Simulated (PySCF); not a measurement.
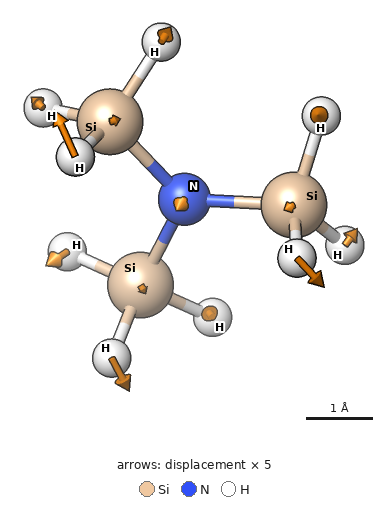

This is a relaxation of Si3NH9. The starting structure is drawn; orange arrows show the displacements, magnified 5 times. The two geometries are superimposed by the best rigid fit.

A ball-and-stick model, seen from a free direction.

The start comes from GFN2-xTB. Its atoms were then displaced at random by about 0.01 Å.

Computed with PBE0-D3(BJ)/def2-TZVP geometry optimisation, gas phase in PySCF. 

Q: Atoms of which element are displaced furthest, and by how much?

A: Hydrogen: up to 0.16 Å, against 0.07 Å for nitrogen.

Q: What did the optimiser do to the structure, and how much energy did it gain?

A: Over 4 geometry steps the energy falls by 0.171 eV. The atom that moves furthest after the best rigid fit is an H atom (0.16 Å). By element the largest moves are H 0.16 Å, N 0.07 Å, Si 0.04 Å. Among the contacts that change: H–Si 1.414 → 1.485 Å, H–Si 1.438 → 1.485 Å, N–Si 1.769 → 1.739 Å, H–Si 1.459 → 1.485 Å. Among the angles between lasting bonds that change: H–Si–H 112.8° → 108.2°, N–Si–H 108.7° → 112.3°, Si–N–Si 117.5° → 120.3°.
